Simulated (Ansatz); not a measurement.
C$_{4}$H$_{3}$F$_{5}$ (SMILES FC(=CC(F)F)C(F)F)

The calculation's input:

```
crystal:
  periodic: [false, false, false]
  atoms:
    - {symbol: F, position_ang: [-0.444509, 0.357505, -2.234958]}
    - {symbol: C, position_ang: [-0.114419, 0.233211, -0.945360]}
    - {symbol: C, position_ang: [-0.753153, -0.642926, -0.192210]}
    - {symbol: C, position_ang: [-0.518560, -0.940167, 1.245664]}
    - {symbol: F, position_ang: [-0.304663, -2.276145, 1.380590]}
    - {symbol: F, position_ang: [-1.647348, -0.651013, 1.947707]}
    - {symbol: C, position_ang: [0.988582, 1.206130, -0.639273]}
    - {symbol: F, position_ang: [1.197199, 1.339077, 0.686446]}
    - {symbol: F, position_ang: [2.140871, 0.772082, -1.200244]}
    - {symbol: H, position_ang: [-1.537234, -1.230728, -0.659202]}
    - {symbol: H, position_ang: [0.314809, -0.412586, 1.703990]}
    - {symbol: H, position_ang: [0.755425, 2.190559, -1.059148]}
basis:
  gaussian: {orbitals: def2-TZVPP}
hamiltonian: {xc: pbe0, dispersion: d4}
output: {orbitals: {seedname: orbitals}}
```

Launched as:

```sh
ansatz run in.yaml --threads 2 --pin off --events-out ev --progress --plain --max-ram 32768MiB --backend cuda --devices 0, --max-vram 18GiB
```

Geometry: PBE0-D4/def2-TZVP.

Theory: RKS PBE0-D4/def2-TZVPP (Ansatz).

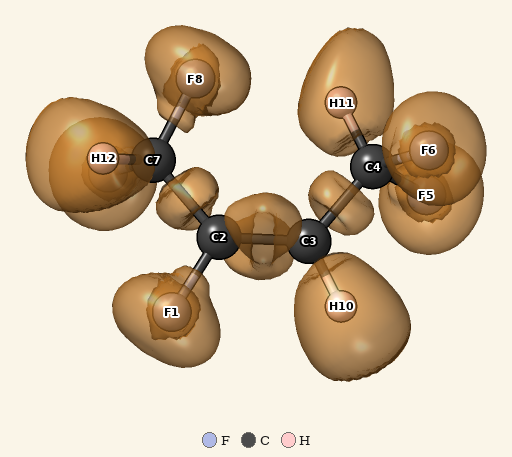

Figure 1. Isosurface of the electron localisation function at 0.75 (orange), seen at a tilt. Core shells and regions of very low density are left out.

Question: Where are the electrons localised?

Answer: The surface consists of three regions between bonded C–C atoms (shared pairs), three regions around hydrogen nuclei and five regions on F in which the atom's valence shell and bonds are merged.


C–C (1.32 Å): the ELF peaks at about 0.90 between the atoms (a multiple bond). C–F (1.34 Å): the ELF peaks at about 0.85 between the atoms, as expected for a shared but strongly polarised pair.

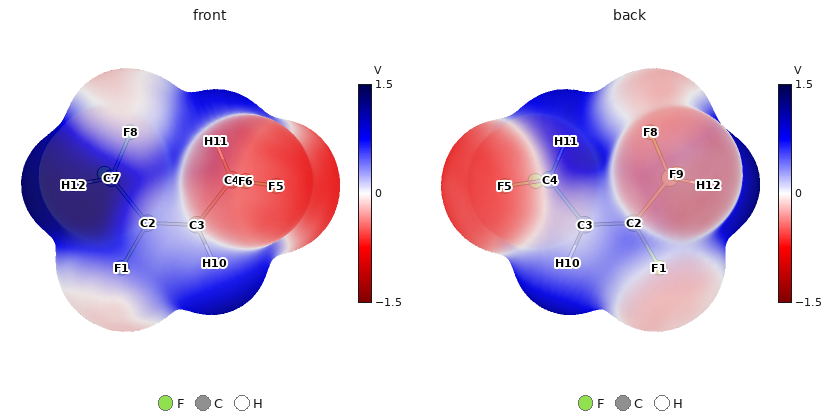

Figure 2. The electrostatic potential painted on the density surface at 0.001 e/bohr³, seen from the front and from behind; red is negative and blue positive.

Question: Describe the electrostatic potential map.

Answer: The most negative region (about −0.7 V) lies over F5 and F6, the most positive (about +1.4 V) over C2, C7 and H12.

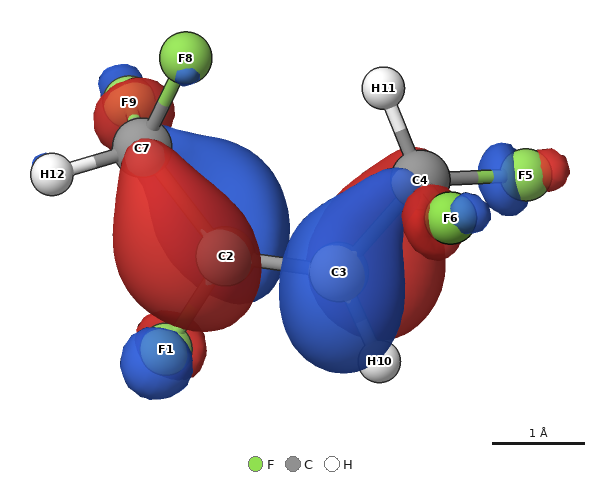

Figure 3. One frontier orbital at ±0.15 Å⁻³ᐟ² (red and blue are the two phases), seen at a tilt.

Question: Which orbital is it: HOMO or LUMO?

Answer: The LUMO, at −1.14 eV. It lies mainly on C2 (about 30 %), C3 (about 30 %), C7 (about 10 %) and C4 (about 5 %).
